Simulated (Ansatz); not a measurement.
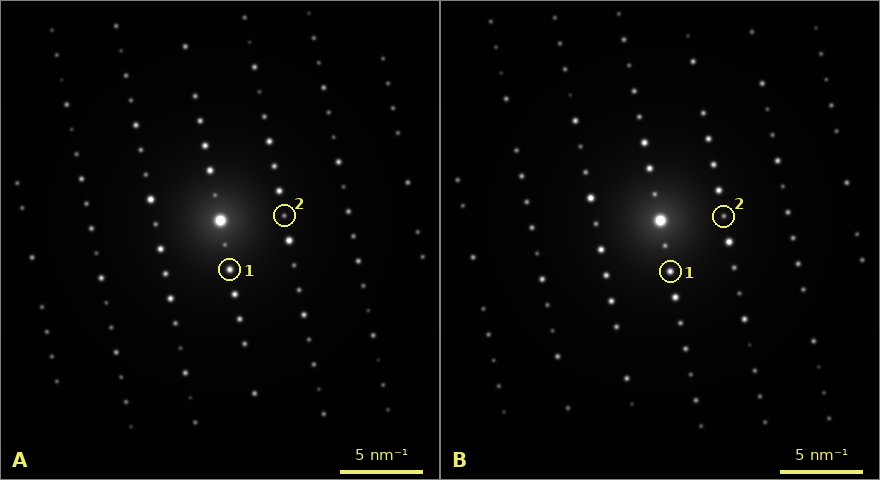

Kinematic electron diffraction patterns (300 kV, B = 0.5 Å², same scale) along [1-10] of the run's own cell, for the start and the end of one relaxation of Ga2F with DFT PBE, scalar-relativistic, plane waves, PAW (Ansatz). k mesh 18×18×18. The start is a generated model structure, and the relaxation ends in the nearest stationary point of its symmetry, not necessarily the ground state. Spot 1 is -2 -2 -2 and spot 2 is 0 0 -1 in both.

Start structure:

```yaml
crystal:
  lattice:
    - [1.48138, 0.85528, 6.20271]
    - [-1.48138, 0.85528, 6.20271]
    - [0.00000, -1.71055, 6.20271]
  atoms:
    - { symbol: Ga, position: [0.76611, 0.76611, 0.76611] }
    - { symbol: Ga, position: [0.23389, 0.23389, 0.23389] }
    - { symbol: F, position: [0.00000, 0.00000, 0.00000] }
```

Question: Which pattern belongs to the start structure, and which to the relaxed one?

Answer: B is the start: its cell gives d(1) = 3.101 Å, d(2) = 2.542 Å and an angle of 82.1°. A is the relaxed structure, with d(1) = 3.225 Å (+4.0 %), d(2) = 2.530 Å (-0.5 %) and 82.5°.

Question: Name reflections whose intensity changes strongly on relaxation.

Answer: 6 6 6 fades out of sight; 6 6 4 comes into sight; 3 3 4 goes from 3.7 to 9 % of the strongest spot; 4 4 4 goes from 12 to 25 % of the strongest spot; 2 2 3 goes from 11 to 5.3 % of the strongest spot.

Question: Summarise the relaxation behind the change.

Answer: The volume changed by +2.9 % to 16.17 Å³ an atom; with the mean shift removed, the atoms moved by up to 0.07 Å relative to the cell (Ga most); the space group stayed R-3m (No. 166); the free energy fell by 6 meV an atom. Relaxed cell: a = 6.671 Å, b = 6.671 Å, c = 6.671 Å, α = 25.52°, β = 25.52°, γ = 25.52°.
